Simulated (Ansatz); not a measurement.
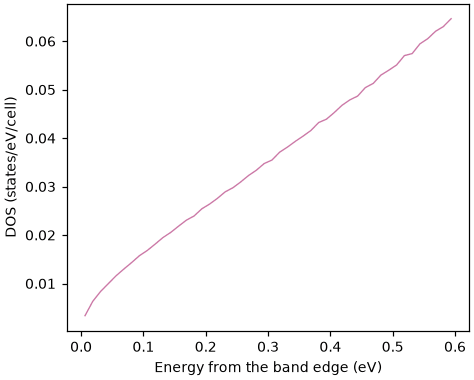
Fig. 1. Density of states of ZnInGaO4 (R3m) above the conduction band minimum, PBEsol, rigid bands (Ansatz, a program for electronic structure); cell volume 81.7 Å³.

What effective density of states at 300 K does this give (∫ g(E) exp(−E/k_BT) dE, both spins, divided by the cell's size)?

2.1e18 cm⁻³, a density-of-states mass of 0.194 mₑ, valleys and band degeneracy included.

Spin-orbit coupling is left out. Geometry: cell and atoms relaxed with PBEsol.
